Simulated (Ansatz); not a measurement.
# AlHBr (SMILES [AlH][Br]): UCCSDT(Q)/STO-3G

Aim: the energy change on altering one bond length of AlHBr at UCCSDT(Q)/STO-3G, from 2 runs. 

The calculation is run with Ansatz 0.2.0.

59 further runs of the same task are left out: 10 that didn't finish, 49 set aside as unsound or not needed.

**1. Starting point**

The species is AlHBr (3 atoms), meant as a doublet with charge 0. SMILES: `[AlH][Br]`. The shape is that of a PBE0-D4/def2-TZVP optimisation.

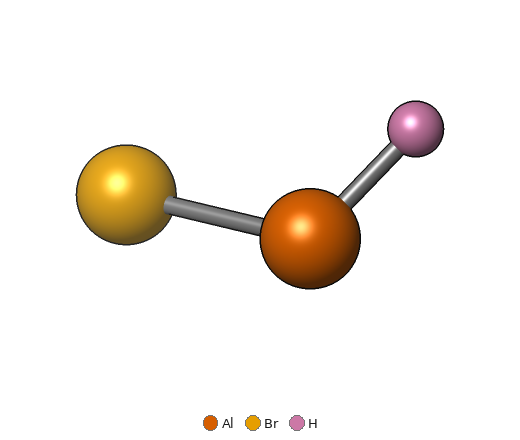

The structure, seen from a chosen angle (aluminium orange, bromine amber, hydrogen pink).

**2. The energy at UCCSDT(Q)/STO-3G**

run.yaml

```yaml
crystal:
  periodic: [false, false, false]
  atoms:
    - {symbol: Al, position_ang: [-0.296700, -0.628000, -0.239100]}
    - {symbol: Br, position_ang: [1.584500, 0.008600, 0.871100]}
    - {symbol: H, position_ang: [-1.298900, 0.554600, -0.645300]}
basis:
  gaussian: {orbitals: STO-3G}
magnetization: {spin_polarized: true, initial_magnetization: 1}
correlation: {method: ccsdt_q, frozen_orbitals: {Al: 5, Br: 9, H: 0}}
accuracy: high
scf: {omitted_lower_state_checks: [cluster_reference, increment]}
```

Launch:

```console
ansatz run run.yaml --threads 1 --pin off --max-ram 2610MiB --events-out events.jsonl --progress --plain --runs-dir runs
```

Standard output, cut to the lines that bear on the results:

```text
Warning: RAYON_NUM_THREADS=1 ignored (pool sized by the plan → 1); use --threads N
Functional definition: HF
  name "HF"
[...]
390 factors; integrals over basis functions are off by at most 1.2e-8 eV
[...]
mean field -75763.76392015 eV, -2784.2669695417 hartree, gradient 8.0e-8 eV, S^2 0.758604; 0 other end points of the search recorded, 0 dependent functions left out
14 core orbitals not correlated: weight in the atoms' cores, before any rotation towards them, 0.999 or more for the frozen orbitals, at most 0.000 for the correlated occupied ones
reference -75763.76392015 eV, -2784.2669695417 hartree; 11, 10 occupied and 3, 4 virtual orbitals, 390 factors
second order -0.61146818 eV of doubles, -0.00000000 eV of singles
cycle   1  -0.78133581 eV  change   -1.7e-1 eV  update   5.1e-2
[...]
cycle  23  -0.94475568 eV  change   -1.3e-9 eV  update   1.6e-9
perturbative correction -0.00019905 eV, -0.0000073150 hartree
Total energy: -75764.70887487 eV, -2784.3016959874 hartree
Checks for a lower state left out: cluster_reference, increment
```

Run time: 5.7 s. Hardware: 1 thread of Arm Neoverse V1, shared host; peak memory 0.26 GiB.

**3. The distorted shape, same level**

job.yaml

```yaml
crystal:
  periodic: [false, false, false]
  atoms:
    - symbol: Al
      position_ang: [-0.766959, -0.787136, -0.516626]
    - symbol: Br
      position_ang: [1.584500, 0.008600, 0.871100]
    - symbol: H
      position_ang: [-1.769159, 0.395464, -0.922826]
basis:
  gaussian: {orbitals: STO-3G}
accuracy: high
magnetization: {spin_polarized: true, initial_magnetization: 1}
scf: {omitted_lower_state_checks: [cluster_reference, increment]}
correlation: {method: ccsdt_q, frozen_orbitals: {Al: 5, Br: 9, H: 0}}
```

Launch:

```console
ansatz run job.yaml --threads 1 --pin off --max-ram 2610MiB --events-out events.jsonl --progress --plain --runs-dir runs
```

Standard output, cut to the lines that bear on the results:

```text
Warning: RAYON_NUM_THREADS=1 ignored (pool sized by the plan → 1); use --threads N
[... 2 set-up lines as earlier in the session ...]
[...]
370 factors; integrals over basis functions are off by at most 1.1e-8 eV
[...]
mean field -75761.90074519 eV, -2784.1984991251 hartree, gradient 1.3e-8 eV, S^2 0.782494; 2 other end points of the search recorded, 0 dependent functions left out
14 core orbitals not correlated: weight in the atoms' cores, before any rotation towards them, 1.000 or more for the frozen orbitals, at most 0.000 for the correlated occupied ones
reference -75761.90074519 eV, -2784.1984991251 hartree; 11, 10 occupied and 3, 4 virtual orbitals, 370 factors
second order -0.63995507 eV of doubles, -0.00000000 eV of singles
cycle   1  -0.84821182 eV  change   -2.1e-1 eV  update   6.3e-2
[...]
cycle  34  -1.08074948 eV  change  -8.0e-10 eV  update   2.1e-9
perturbative correction -0.00015898 eV, -0.0000058422 hartree
Total energy: -75762.98165365 eV, -2784.2382217782 hartree
Checks for a lower state left out: cluster_reference, increment
```

Run time: 6 s. Hardware: 1 thread of Arm Neoverse V1, shared host; peak memory 0.26 GiB.

**4. Results**

At UCCSDT(Q)/STO-3G, 14 core orbitals frozen:

```
                                                           quantity           value
                                          first shape: total energy  -2784.30170 Eh
          first shape: correlation energy (14 core orbitals frozen)       -34.7 mEh
                     first shape: ⟨S²⟩ of the reference determinant           0.759
                                         first shape: T1 diagnostic           0.008
                                      distorted shape: total energy  -2784.23822 Eh
      distorted shape: correlation energy (14 core orbitals frozen)       -39.7 mEh
                 distorted shape: ⟨S²⟩ of the reference determinant           0.782
                                     distorted shape: T1 diagnostic           0.014
energy change with the Al1–Br2 bond stretched from 2.275 to 2.844 Å        1.727 eV
```

**Reading.** With the Al1–Br2 bond stretched from 2.275 to 2.844 Å the energy rises by 1.73 eV (167 kJ/mol). The first shape isn't relaxed at this level, so the change isn't measured from a minimum. The minimal basis adds a large error of its own.
